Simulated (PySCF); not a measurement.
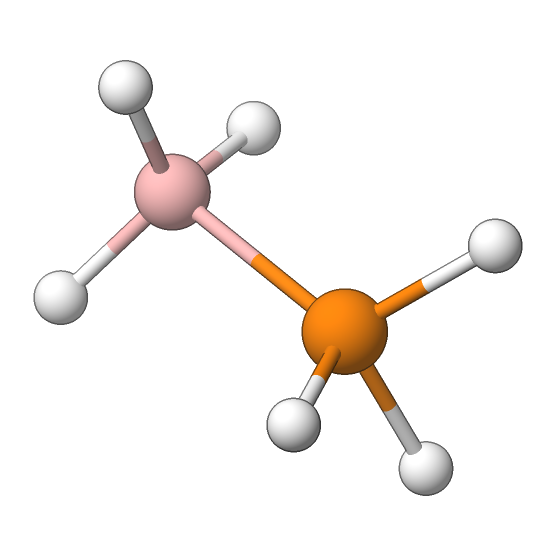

Every bond is drawn as one stick, whatever its order. Colours: boron pink, phosphorus orange, hydrogen white.

The computed structure is the end point of a PBE0-D3(BJ)/def2-SVP optimisation. No frequency run is at hand to confirm it as a minimum.

What does the picture show?

Formula BH₆P. Its SMILES string is `[BH3-][PH3+]`. It has no ring. Among its groups: B–H bond. This geometry has C3v symmetry. Coordination: 1 B tetrahedral; 1 P tetrahedral.

More results for the same structure follow; atom numbers are the same in all pictures, views and colours differ.

## Shape

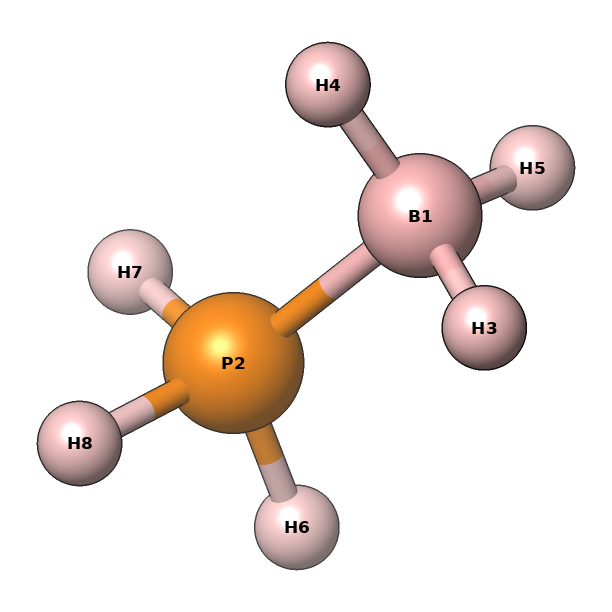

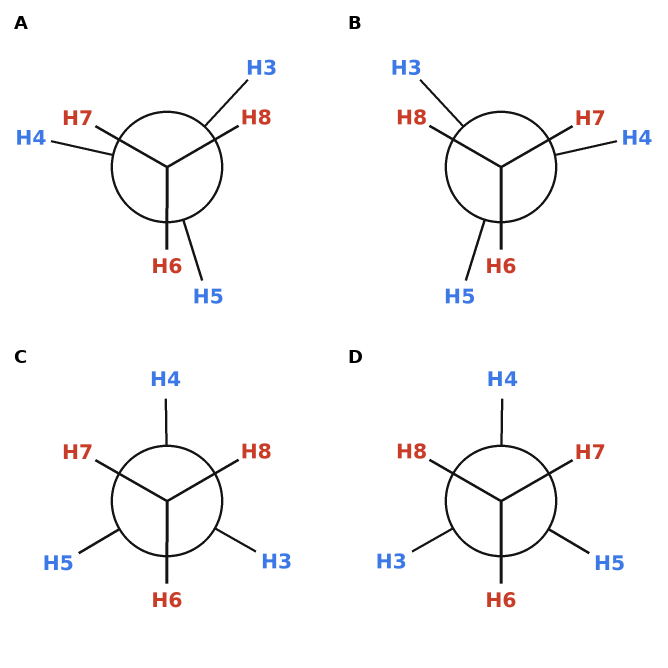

Atoms fade into the background with distance from the viewer. Bonds that would overlap in a projection are set slightly apart. No frequency run is at hand to confirm it as a minimum.

Question: Which Newman projection shows the view along P2–B1, with P2 in front?

Answer: C. The torsion angle H6–P2–B1–H3 is −60°, synclinal (gauche).

## Levels of theory compared

No frequency run is at hand to confirm it as a minimum. Program: PySCF 2.14.0.

Compare HOMO–LUMO gap (eV) at these levels: PBE0/6-31+G*; PBE0/aug-cc-pVDZ; PBE0/aug-cc-pVTZ; PBE0/def2-TZVPD.

```csv
level,HOMO–LUMO gap (eV)
PBE0/6-31+G*,8.15
PBE0/aug-cc-pVDZ,8.03
PBE0/aug-cc-pVTZ,8.07
PBE0/def2-TZVPD,8.37
```

## Excitation

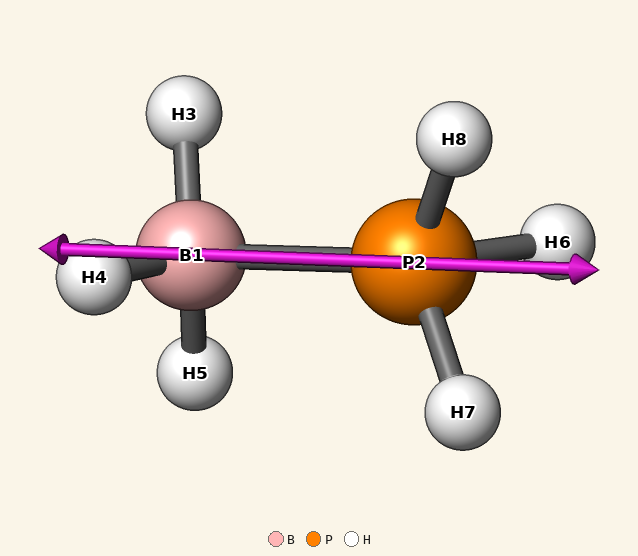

The double arrow shows the direction of the transition dipole to excited singlet state 9 (its length means nothing). No frequency run is at hand to confirm it as a minimum. Method: TDDFT PBE0/aug-cc-pVTZ, vertical, gas phase, core orbitals frozen in the response (PySCF 2.14.0).

Question: How is the transition polarised?

Answer: Nearly parallel to the B1–P2 bond.

Question: Where does the transition lie, and how strong is it?

Answer: 7.89 eV (157 nm), oscillator strength 0.13, of mixed character, with the largest part HOMO−1 → LUMO+2 (weight 0.20); transition dipole 2.05 D.

## Polarisability

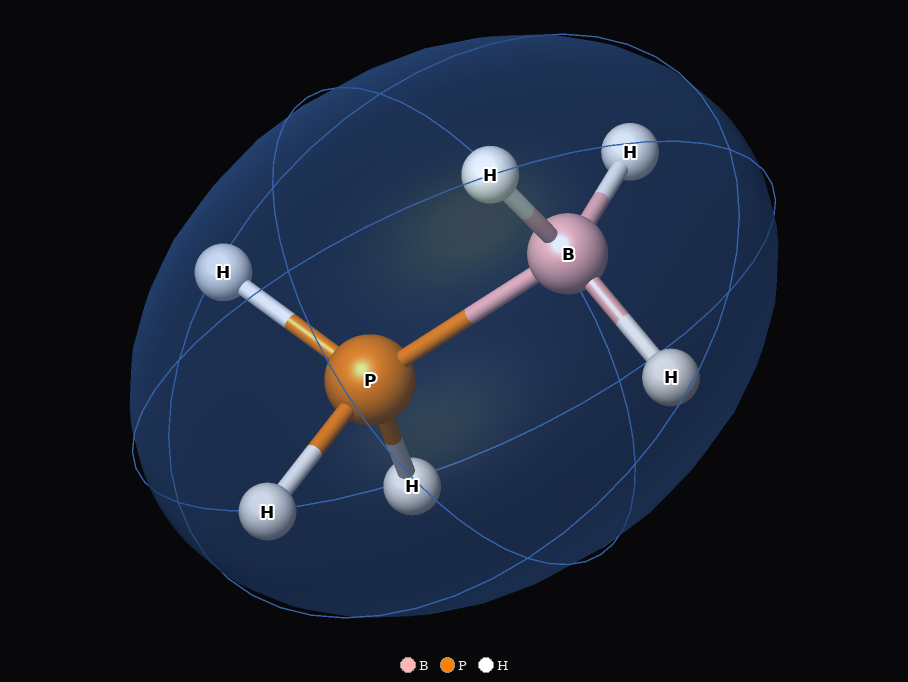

The ellipsoid shows the static dipole polarisability: its half-axes are proportional to the principal values. No frequency run is at hand to confirm it as a minimum. Method: PBE0/def2-TZVPD (PySCF 2.14.0).

Question: Give the principal values, the mean and the anisotropy.

Answer: Principal values 43.2, 43.2, 58.9 bohr³; mean 48.4 bohr³ (7.18 Å³); anisotropy 15.7 bohr³, so the longest axis is 1.36 times the shortest.
